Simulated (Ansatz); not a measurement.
# AsH3 (SMILES [H][As]([H])[H]): levels of theory compared

We compute a comparison of 3 runs (UPBE/STO-3G, CCSDTQ/STO-3G, CCSD(T)/STO-3G) of AsH3. 

The results are computed with Ansatz 0.2.0.

32 further runs of the same task are left out: 2 that didn't finish, 30 set aside as unsound or not needed.

**1. The molecule**

AsH3 has 4 atoms, charge 0, and is taken as a singlet. SMILES: `[H][As]([H])[H]`. The H2–As1 distance was set to 1.870 Å, away from the relaxed value.

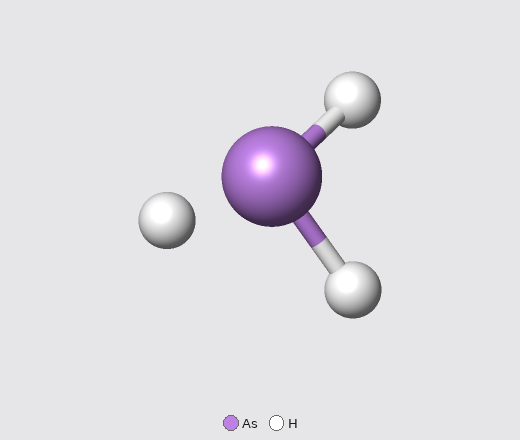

Viewed from a chosen angle; arsenic purple, hydrogen white.

**2. The energy at UPBE/STO-3G (run 1)**

File job.yaml:

```yaml
crystal:
  periodic: [false, false, false]
  atoms:
    - {symbol: As, position_ang: [-0.309621, 0.014351, 0.871970]}
    - {symbol: H, position_ang: [1.216520, -0.029700, -0.207950]}
    - {symbol: H, position_ang: [-0.888031, 1.069891, -0.016340]}
    - {symbol: H, position_ang: [-0.934621, -1.028119, 0.000320]}
basis:
  gaussian:
    orbitals: STO-3G
magnetization:
  spin_polarized: true
  initial_magnetization: 0
hamiltonian:
  xc: pbe
accuracy: high
```

On the command line:

```sh
$ ansatz run job.yaml --threads 1 --pin off --max-ram 2610MiB --events-out events.jsonl --progress --plain --runs-dir runs
```

The program printed:

```text
Warning: RAYON_NUM_THREADS=1 ignored (pool sized by the plan → 1); use --threads N
Functional definition: PBE
  name "PBE"
  parameter kappa = 0.804
  parameter beta = 0.06672455060314922
  exchange = pbe_x(kappa = kappa, mu = beta*pi^2/3)
  correlation = pbe_c(beta = beta)
259 factors; integrals over basis functions are off by at most 6.6e-9 eV
mean field evaluation 1: about -60189.2870 eV, gradient 5.4e0 eV
mean field evaluation 2: about -60189.0708 eV, gradient 6.7e0 eV
mean field evaluation 4: about -60189.5239 eV, gradient 1.7e-1 eV
mean field evaluation 8: about -60189.4826 eV, gradient 1.5e-3 eV
mean field -60189.48260021 eV, -2211.9226876613 hartree, gradient 1.1e-8 eV, S^2 0.000000; 0 other end points of the search recorded, 0 dependent functions left out
reference -60189.48260182 eV, -2211.9226877203 hartree; 18, 18 occupied and 3, 3 virtual orbitals, 259 factors
Total energy: -60189.48260182 eV, -2211.9226877203 hartree
```

Run time: 1.3 s. Hardware: 1 thread of Arm Neoverse V1, shared host; peak memory 0.11 GiB.

**3. A single-point energy at CCSDTQ/STO-3G (run 2)**

File in.yaml:

```yaml
crystal:
  periodic: [false, false, false]
  atoms:
    - {symbol: As, position_ang: [-0.309621, 0.014351, 0.871970]}
    - {symbol: H, position_ang: [1.216520, -0.029700, -0.207950]}
    - {symbol: H, position_ang: [-0.888031, 1.069891, -0.016340]}
    - {symbol: H, position_ang: [-0.934621, -1.028119, 0.000320]}
basis:
  gaussian: {orbitals: STO-3G}
correlation: {method: ccsdtq, frozen_orbitals: {As: 9, H: 0}}
accuracy: high
scf: {omitted_lower_state_checks: [cluster_reference, increment]}
```

On the command line:

```sh
$ ansatz run in.yaml --threads 1 --pin off --max-ram 2610MiB --events-out events.jsonl --progress --plain --runs-dir runs
```

The program printed (excerpt; [...] marks lines left out):

```text
Warning: RAYON_NUM_THREADS=1 ignored (pool sized by the plan → 1); use --threads N
Functional definition: HF
  name "HF"
[...]
259 factors; integrals over basis functions are off by at most 6.6e-9 eV
[...]
mean field -60163.19117357 eV, -2210.9564955530 hartree, gradient 1.0e-8 eV, S^2 0.000000; 0 other end points of the search recorded, 0 dependent functions left out
9 core orbitals not correlated: weight in the atoms' cores, before any rotation towards them, 1.000 or more for the frozen orbitals, at most 0.000 for the correlated occupied ones
reference -60163.19117357 eV, -2210.9564955530 hartree; 9, 9 occupied and 3, 3 virtual orbitals, 259 factors
second order -1.30321614 eV of doubles, -0.00000000 eV of singles
cycle   1  -1.75761394 eV  change   -4.5e-1 eV  update   6.7e-2
[...]
cycle  28  -2.06509574 eV  change   8.6e-11 eV  update   1.7e-9
Total energy: -60165.25626930 eV, -2211.0323864215 hartree
Checks for a lower state left out: cluster_reference, increment
```

Wall time 5.7 s (1 thread of Arm Neoverse V1, shared host); peak memory 0.14 GiB.

**4. The energy at CCSD(T)/STO-3G (run 3)**

File molecule.yaml:

```yaml
crystal:
  periodic: [false, false, false]
  atoms:
    - {symbol: As, position_ang: [-0.309621, 0.014351, 0.871970]}
    - {symbol: H, position_ang: [1.216520, -0.029700, -0.207950]}
    - {symbol: H, position_ang: [-0.888031, 1.069891, -0.016340]}
    - {symbol: H, position_ang: [-0.934621, -1.028119, 0.000320]}
basis:
  gaussian: {orbitals: STO-3G}
correlation: {method: ccsd_t, frozen_orbitals: {As: 9, H: 0}}
accuracy: high
scf: {omitted_lower_state_checks: [cluster_reference, increment]}
```

On the command line:

```sh
$ ansatz run molecule.yaml --threads 1 --pin off --max-ram 2610MiB --events-out events.jsonl --progress --plain --runs-dir runs
```

The program printed (excerpt; [...] marks lines left out):

```text
Warning: RAYON_NUM_THREADS=1 ignored (pool sized by the plan → 1); use --threads N
[... 2 set-up lines as earlier in the session ...]
[...]
259 factors; integrals over basis functions are off by at most 6.6e-9 eV
[...]
mean field -60163.19117357 eV, -2210.9564955530 hartree, gradient 1.0e-8 eV, S^2 0.000000; 0 other end points of the search recorded, 0 dependent functions left out
9 core orbitals not correlated: weight in the atoms' cores, before any rotation towards them, 1.000 or more for the frozen orbitals, at most 0.000 for the correlated occupied ones
reference -60163.19117357 eV, -2210.9564955530 hartree; 9, 9 occupied and 3, 3 virtual orbitals, 259 factors
second order -1.30321614 eV of doubles, -0.00000000 eV of singles
cycle   1  -1.75761427 eV  change   -4.5e-1 eV  update   6.7e-2
[...]
cycle  17  -2.05978688 eV  change  -1.2e-10 eV  update   1.1e-9
perturbative correction -0.00411188 eV, -0.0001511087 hartree
Total energy: -60165.25507233 eV, -2211.0323424334 hartree
Checks for a lower state left out: cluster_reference, increment
```

Run time: 0.16 s. Hardware: 1 thread of Arm Neoverse V1, shared host.

**5. Overview of the runs**

| run | level | frozen core orbitals | energy (Eh) | wall time |
| --- | --- | --- | --- | --- |
| 1 | UPBE/STO-3G | – | -2211.922688 | 1.3 s |
| 2 | CCSDTQ/STO-3G | 9 | -2211.032386 | 5.7 s |
| 3 | CCSD(T)/STO-3G | 9 | -2211.032342 | 0.16 s |

**6. Results**

| quantity | value |
| --- | --- |
| run 3: total energy | -2211.03234 Eh |
| run 3: correlation energy (9 core orbitals frozen) | -75.8 mEh |
| run 3: (T) correction | -0.15 mEh |
| run 3: T1 diagnostic | 0.006 |

What this shows: In runs 1, 2, 3 the basis is minimal, so the values are rough. All runs together took 7.2 s, the longest 5.7 s.
